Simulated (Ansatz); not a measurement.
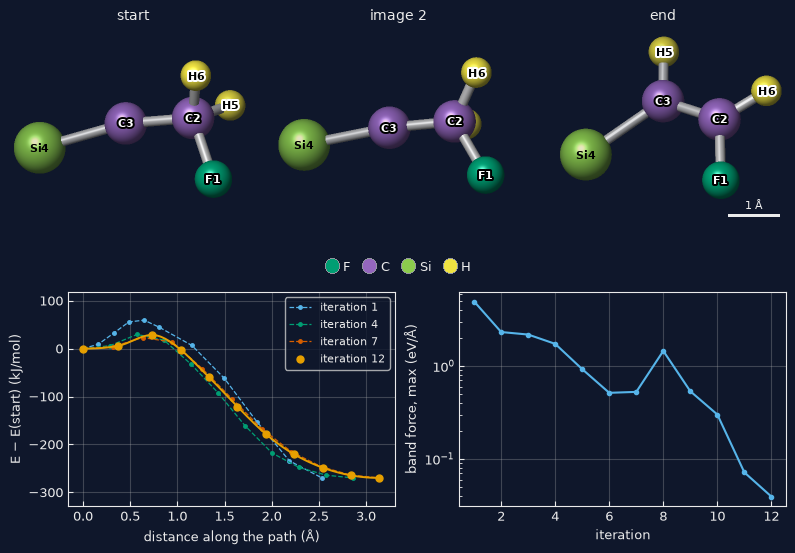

A search for the minimum-energy path of C$_{2}$H$_{2}$FSi (charge +1) by the nudged elastic band. Images are numbered from 0 (start) to 10 (end). The plot follows the band through its iterations. The picture is a ball-and-stick view, seen at a tilt.

These are results of Ansatz 0.2.0, UKS PBE0/6-31G, not measurements. Settings: 9 movable images; climbing image; force threshold 0.05 eV/Å; iteration limit 60; starting path through a guess of the saddle point.

> Judge this run.

The result is final at these settings. The band converged in 12 iterations. The largest component of the band force went from 5 to 0.039 eV/Å. The climbing image converged on the top of the path. Its vibrational analysis gives one imaginary mode (1085i cm⁻¹), as a transition state must have. The first iteration put the highest image at 59.5 kJ/mol. Forward barrier 28.6 kJ/mol, backward barrier 298.4 kJ/mol, with image 2 at the top; the reaction energy is −269.9 kJ/mol.

The run took 5 min on 1 thread of Arm Neoverse V1 (shared host), peak memory 0.14 GiB.
